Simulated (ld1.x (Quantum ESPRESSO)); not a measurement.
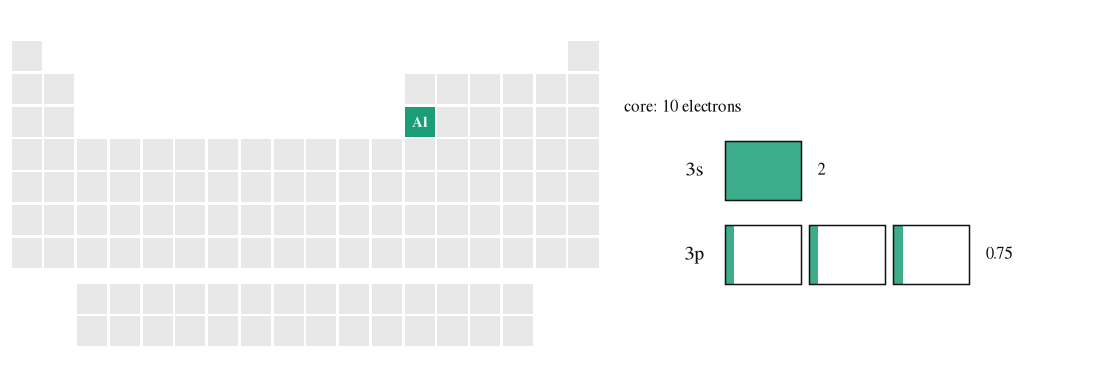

Left, the place of aluminium in the periodic table; right, the valence shells of the reference configuration: a box for each of the 2l + 1 orbitals, shaded by the share of the shell that is filled, with the electron count at the right.

# Pseudopotential generation: Al (part 1 of 2)

System: aluminium (Al, Z = 13), core [Ne], reference valence 3s2 3p0.75 (an ion of charge +0.25), valence charge 3.
Method: ultrasoft potential, LDA (PZ), non-relativistic, made with ld1.x (Quantum ESPRESSO) 7.5.

## Results in brief

- outcome: generated
- cutoffs needed: 8 Ry and 12 Ry (the cutoffs, on a coarse ladder, from which the occupation-weighted sum of valence levels, in a spherical-Bessel basis at the reference potential, stays within 10 and 1 mRy of its value at 400 Ry); ghost states and empty shells don't enter this sum
- ghost test: no ghost state below the valence levels in the s, p, d, f channels (spherical-Bessel basis up to 400 Ry, 20 bohr box)
- largest excitation error: +21 meV (all-electron minus pseudo) for 3s1 3p0, out of 7 test configurations
- lowest eigenvalue of the overlap operator S in a Bessel basis (separate test): 0.48 (s channel)
- density cutoff estimated by the generator: 169 Ry
- range over which the phases arctan(r u′/u) at the test radius agree within 0.05 rad (a looser test near the poles than one of phase shifts): s: up to about 3.2 Ry; p: up to about 3.5 Ry; d: up to about 3.4 Ry
- hardware: 1 CPU thread, shared host
- wall time: 1.8 s

## The input
```
 &input
   title='Al', zed=13., rel=0, dft='PZ', iswitch=3,
   config='[Ne] 3s2 3p0.75 3d-2',
   nld=3, rlderiv=2.70, eminld=-3.0, emaxld=5.0, deld=0.02
 /
 &inputp
   pseudotype=3, tm=.true., lloc=-1, rcloc=2.35,
   nlcc=.true., rcore=1.80,
   which_augfun='PSQ', rmatch_augfun=1.45,
   file_pseudopw='Al.UPF', file_wfcaegen='ae.wfc', file_wfcncgen='nc.wfc', file_beta='beta', file_chi='chi', file_wfcusgen='us.wfc'
 /
5
3S  1  0   2.00   0.00  1.35  1.80  0.0
3S  1  0   0.00   1.35  1.35  1.80  0.0
3P  2  1   0.75   0.00  1.80  2.50  0.0
3P  2  1   0.00   1.20  1.80  2.50  0.0
3D  3  2  -2.00   0.10  1.65  1.95  0.0
 &test
   configts(1)='3s2 3p0.75'
 /
```

## Input of the test run
```
 &input
   title='Al', zed=13., rel=0, dft='PZ', iswitch=2,
   config='[Ne] 3s2 3p0.75 3d-2'
 /
 &test
   file_pseudo='Al.UPF', nconf=10,
   configts(1)='3s2 3p0.75',
   configts(2)='3s2 3p1',
   configts(3)='3s2 3p0',
   configts(4)='3s1 3p0',
   configts(5)='3s0 3p3',
   configts(6)='3s1 3p2',
   configts(7)='3s2 3p1.3',
   configts(8)='3s1 3p1',
   configts(9)='3s2 3p0.75', lsdts(9)=1,
   configts(10)='3s2 3p1', lsdts(10)=1
 /
```

Run as:
```bash
ld1.x < Al.in > Al.out
```

## Log
```
     Program LD1 v.7.5

     !!!!!!!!!!!!!!!!!!! WARNING !!!!!!!!!!!!!!!!!!!!!!!
     Message from routine ld1_readin:
     US requires at least two energies per channel 3D
     !!!!!!!!!!!!!!!!!!!!!!!!!!!!!!!!!!!!!!!!!!!!!!!!!!!
     --------------------------- All-electron run ----------------------------

     Al

     atomic number is 13.00
     dft =PZ   lsd =0 sic =0 latt =0  beta=0.20 tr2=1.0E-14
     Exchange-correlation= PZ
                           (   1   1   0   0   0   0   0)
     mesh =1135 r(mesh) = 100.48924 a.u. xmin = -7.00 dx = 0.01250
     1 Ry =  13.60569312 eV

     n l     nl                  e(Ry)          e(Ha)          e(eV)
     1 0     1S 1( 2.00)      -110.4484       -55.2242     -1502.7276
     2 0     2S 1( 2.00)        -8.0030        -4.0015      -108.8858
     2 1     2P 1( 6.00)        -5.2616        -2.6308       -71.5871
     3 0     3S 1( 2.00)        -0.6930        -0.3465        -9.4291
     3 1     3P 1( 0.75)        -0.3117        -0.1558        -4.2409

     final scf error:  2.3E-15 reached in  21 iterations

     Etot =    -482.553537 Ry,    -241.276769 Ha,   -6565.475341 eV

     Ekin =     481.271382 Ry,     240.635691 Ha,    6548.030726 eV
     Encl =   -1152.665264 Ry,    -576.332632 Ha,  -15682.809849 eV
     Eh   =     223.631214 Ry,     111.815607 Ha,    3042.657676 eV
     Exc  =     -34.790869 Ry,     -17.395435 Ha,    -473.353894 eV

     normalization and overlap integrals

     s(1S/1S) =  1.000000  <r> =   0.1210  <r2> =    0.0197  r(max) =   0.0789
     s(2S/2S) =  1.000000  <r> =   0.6309  <r2> =    0.4776  r(max) =   0.5016
     s(2P/2P) =  1.000000  <r> =   0.6050  <r2> =    0.4660  r(max) =   0.4264
     s(3S/3S) =  1.000000  <r> =   2.4988  <r2> =    7.2809  r(max) =   2.0597
     s(3P/3P) =  1.000000  <r> =   3.2607  <r2> =   12.6669  r(max) =   2.5794

     ------------------------ End of All-electron run ------------------------

     --------------------- Generating US pseudopotential ---------------------

      Generating local potential from pseudized AE potential:
      Matching radius rcloc =   2.3500

      Local pseudo, rcloc= 2.363 Estimated cut-off energy=     4.23 Ry

      Computing core charge for nlcc:

       r > 1.82 : true rho core
       r < 1.82 : rho core = a sin(br)/r    a=   0.21  b=   1.55

      Integrated core pseudo-charge :   0.29
      Wfc-us  3S rcutus= 1.795  Estimated cut-off energy=    13.22 Ry
      Wfc-us  3S rcutus= 1.795  Estimated cut-off energy=    16.55 Ry
      Wfc-us  3P rcutus= 2.484  Estimated cut-off energy=    12.06 Ry
      Wfc-us  3P rcutus= 2.484  Estimated cut-off energy=    16.86 Ry
      Wfc-us  3D rcutus= 1.935  Estimated cut-off energy=    28.07 Ry

     Q pseudized with Bessel functions
     Expected ecutrho=     168.8897 due to l1=  2   l2=  2

     ------------------- End of pseudopotential generation -------------------

     --------------------------- All-electron run ----------------------------

     Al

     atomic number is 13.00
     dft =PZ   lsd =0 sic =0 latt =0  beta=0.20 tr2=1.0E-14
     Exchange-correlation= PZ
                           (   1   1   0   0   0   0   0)
     mesh =1135 r(mesh) = 100.48924 a.u. xmin = -7.00 dx = 0.01250
     1 Ry =  13.60569312 eV

     n l     nl                  e(Ry)          e(Ha)          e(eV)
     1 0     1S 1( 2.00)      -110.4484       -55.2242     -1502.7276
     2 0     2S 1( 2.00)        -8.0030        -4.0015      -108.8858
     2 1     2P 1( 6.00)        -5.2616        -2.6308       -71.5871
     3 0     3S 1( 2.00)        -0.6930        -0.3465        -9.4291
     3 1     3P 1( 0.75)        -0.3117        -0.1558        -4.2409

     final scf error:  2.3E-15 reached in  21 iterations

     Etot =    -482.553537 Ry,    -241.276769 Ha,   -6565.475341 eV

     Ekin =     481.271382 Ry,     240.635691 Ha,    6548.030726 eV
     Encl =   -1152.665264 Ry,    -576.332632 Ha,  -15682.809849 eV
     Eh   =     223.631214 Ry,     111.815607 Ha,    3042.657676 eV
     Exc  =     -34.790869 Ry,     -17.395435 Ha,    -473.353894 eV

     normalization and overlap integrals

     s(1S/1S) =  1.000000  <r> =   0.1210  <r2> =    0.0197  r(max) =   0.0789
     s(2S/2S) =  1.000000  <r> =   0.6309  <r2> =    0.4776  r(max) =   0.5016
     s(2P/2P) =  1.000000  <r> =   0.6050  <r2> =    0.4660  r(max) =   0.4264
     s(3S/3S) =  1.000000  <r> =   2.4988  <r2> =    7.2809  r(max) =   2.0597
     s(3P/3P) =  1.000000  <r> =   3.2607  <r2> =   12.6669  r(max) =   2.5794

     ------------------------ End of All-electron run ------------------------

     Computing logarithmic derivative in   2.69479
     Computing logarithmic derivative in   2.69479
     Computing the partial wave expansion
     R is outside the sphere for l=    0 j= 0.00
     R is outside the sphere for l=    0 j= 0.00
     R is outside the sphere for l=    1 j= 0.00
     R is outside the sphere for l=    1 j= 0.00
     R is outside the sphere for l=    2 j= 0.00

     ---------------------- Testing the pseudopotential ----------------------

     Al

     atomic number is 13.00   valence charge is  3.00
     dft =PZ   lsd =0 sic =0 latt =0  beta=0.20 tr2=1.0E-14
     mesh =1135 r(mesh) = 100.48924 xmin = -7.00 dx = 0.01250

     n l     nl             e AE (Ry)        e PS (Ry)    De AE-PS (Ry)
     1 0     3S   1( 2.00)       -0.69302       -0.69302        0.00000
     2 1     3P   1( 0.75)       -0.31170       -0.31170        0.00000

     eps = 5.1E-24  iter =  1

     Etot =    -482.553537 Ry,    -241.276769 Ha,   -6565.475341 eV
     Etotps =    -3.978988 Ry,      -1.989494 Ha,     -54.136896 eV

     Ekin =       1.188438 Ry,       0.594219 Ha,      16.169529 eV
     Encl =      -7.045939 Ry,      -3.522970 Ha,     -95.864890 eV
     Ehrt =       2.537437 Ry,       1.268718 Ha,      34.523589 eV
     Ecxc =      -1.299513 Ry,      -0.649757 Ha,     -17.680781 eV
     (Ecc =      -0.115807 Ry,      -0.057903 Ha,      -1.575630 eV)
     Epseu=       0.640589 Ry,       0.320294 Ha,       8.715657 eV

     ---------------------- End of pseudopotential test ----------------------
```

## Output of the test run (extracts)
```
     ---------------------- Testing the pseudopotential ----------------------

     Al

     atomic number is 13.00   valence charge is  3.00
     dft =PZ   lsd =0 sic =0 latt =0  beta=0.20 tr2=1.0E-14
     mesh =1135 r(mesh) = 100.48924 xmin = -7.00 dx = 0.01250

     n l     nl             e AE (Ry)        e PS (Ry)    De AE-PS (Ry)
     1 0     3S   1( 2.00)       -0.69302       -0.69302        0.00000
     2 1     3P   1( 0.75)       -0.31170       -0.31170        0.00000

     eps = 2.5E-21  iter =  1

     Etot =    -482.553537 Ry,    -241.276769 Ha,   -6565.475341 eV
     Etotps =    -3.978988 Ry,      -1.989494 Ha,     -54.136896 eV

     Ekin =       1.188438 Ry,       0.594219 Ha,      16.169529 eV
     Encl =      -7.045939 Ry,      -3.522970 Ha,     -95.864890 eV
     Ehrt =       2.537437 Ry,       1.268718 Ha,      34.523589 eV
     Ecxc =      -1.299513 Ry,      -0.649757 Ha,     -17.680781 eV
     (Ecc =      -0.115807 Ry,      -0.057903 Ha,      -1.575630 eV)
     Epseu=       0.640589 Ry,       0.320294 Ha,       8.715657 eV

     ---------------------- End of pseudopotential test ----------------------

     ---------------------- Testing the pseudopotential ----------------------

     Al

     atomic number is 13.00   valence charge is  3.00
     dft =PZ   lsd =0 sic =0 latt =0  beta=0.20 tr2=1.0E-14
     mesh =1135 r(mesh) = 100.48924 xmin = -7.00 dx = 0.01250

     n l     nl             e AE (Ry)        e PS (Ry)    De AE-PS (Ry)
     1 0     3S   1( 2.00)       -0.57419       -0.57420        0.00001
     2 1     3P   1( 1.00)       -0.20554       -0.20555        0.00001

     eps = 7.8E-15  iter =  4

     Etot =    -482.618011 Ry,    -241.309006 Ha,   -6566.352557 eV
     Etotps =    -4.043464 Ry,      -2.021732 Ha,     -55.014132 eV
     dEtot_ae =      -0.064474 Ry
     dEtot_ps =      -0.064476 Ry,   Delta E=       0.000001 Ry

     Ekin =       1.263818 Ry,       0.631909 Ha,      17.195113 eV
     Encl =      -7.447918 Ry,      -3.723959 Ha,    -101.334082 eV
     Ehrt =       2.892321 Ry,       1.446161 Ha,      39.352032 eV
     Ecxc =      -1.381996 Ry,      -0.690998 Ha,     -18.803011 eV
     (Ecc =      -0.115807 Ry,      -0.057903 Ha,      -1.575630 eV)
     Epseu=       0.630311 Ry,       0.315155 Ha,       8.575816 eV

     ---------------------- End of pseudopotential test ----------------------

     ---------------------- Testing the pseudopotential ----------------------

     Al

     atomic number is 13.00   valence charge is  3.00
     dft =PZ   lsd =0 sic =0 latt =0  beta=0.20 tr2=1.0E-14
     mesh =1135 r(mesh) = 100.48924 xmin = -7.00 dx = 0.01250

     n l     nl             e AE (Ry)        e PS (Ry)    De AE-PS (Ry)
     1 0     3S   1( 2.00)       -1.09490       -1.09467       -0.00023
     2 1     3P   1( 0.00)       -0.67385       -0.67367       -0.00018

     eps = 7.0E-15  iter =  4

     Etot =    -482.187564 Ry,    -241.093782 Ha,   -6560.496029 eV
     Etotps =    -3.613063 Ry,      -1.806532 Ha,     -49.158228 eV
     dEtot_ae =       0.365973 Ry
     dEtot_ps =       0.365925 Ry,   Delta E=       0.000047 Ry

     Ekin =       0.830572 Ry,       0.415286 Ha,      11.300504 eV
     Encl =      -5.621142 Ry,      -2.810571 Ha,     -76.479530 eV
     Ehrt =       1.519322 Ry,       0.759661 Ha,      20.671432 eV
     Ecxc =      -1.016331 Ry,      -0.508166 Ha,     -13.827894 eV
     (Ecc =      -0.115807 Ry,      -0.057903 Ha,      -1.575630 eV)
     Epseu=       0.674516 Ry,       0.337258 Ha,       9.177260 eV

     ---------------------- End of pseudopotential test ----------------------

     ---------------------- Testing the pseudopotential ----------------------

     Al

     atomic number is 13.00   valence charge is  3.00
     dft =PZ   lsd =0 sic =0 latt =0  beta=0.20 tr2=1.0E-14
     mesh =1135 r(mesh) = 100.48924 xmin = -7.00 dx = 0.01250

     n l     nl             e AE (Ry)        e PS (Ry)    De AE-PS (Ry)
     1 0     3S   1( 1.00)       -1.75601       -1.75242       -0.00360
     2 1     3P   1( 0.00)       -1.27866       -1.27640       -0.00226

     eps = 6.6E-15  iter =  5

     Etot =    -480.765908 Ry,    -240.382954 Ha,   -6541.153407 eV
     Etotps =    -2.192901 Ry,      -1.096451 Ha,     -29.835944 eV
     dEtot_ae =       1.787629 Ry
     dEtot_ps =       1.786087 Ry,   Delta E=       0.001542 Ry

     Ekin =       0.491008 Ry,       0.245504 Ha,       6.680499 eV
     Encl =      -2.970848 Ry,      -1.485424 Ha,     -40.420444 eV
     Ehrt =       0.407853 Ry,       0.203926 Ha,       5.549116 eV
     Ecxc =      -0.531841 Ry,      -0.265920 Ha,      -7.236062 eV
     (Ecc =      -0.115807 Ry,      -0.057903 Ha,      -1.575630 eV)
     Epseu=       0.410927 Ry,       0.205463 Ha,       5.590947 eV

     ---------------------- End of pseudopotential test ----------------------

     ---------------------- Testing the pseudopotential ----------------------

     Al

     atomic number is 13.00   valence charge is  3.00
     dft =PZ   lsd =0 sic =0 latt =0  beta=0.20 tr2=1.0E-14
     mesh =1135 r(mesh) = 100.48924 xmin = -7.00 dx = 0.01250

     n l     nl             e AE (Ry)        e PS (Ry)    De AE-PS (Ry)
     1 0     3S   1( 0.00)       -0.68674       -0.68535       -0.00139
     2 1     3P   1( 3.00)       -0.28995       -0.28982       -0.00013

     eps = 2.4E-17  iter =  7

     Etot =    -481.851027 Ry,    -240.925513 Ha,   -6555.917200 eV
     Etotps =    -3.277571 Ry,      -1.638786 Ha,     -44.593632 eV
     dEtot_ae =       0.702510 Ry
     dEtot_ps =       0.701417 Ry,   Delta E=       0.001093 Ry

     Ekin =       1.928202 Ry,       0.964101 Ha,      26.234528 eV
     Encl =      -6.718454 Ry,      -3.359227 Ha,     -91.409223 eV
     Ehrt =       2.583262 Ry,       1.291631 Ha,      35.147067 eV
     Ecxc =      -1.247759 Ry,      -0.623879 Ha,     -16.976620 eV
     (Ecc =      -0.115807 Ry,      -0.057903 Ha,      -1.575630 eV)
     Epseu=       0.177177 Ry,       0.088589 Ha,       2.410616 eV

     ---------------------- End of pseudopotential test ----------------------
```

(Continued in part 2.)
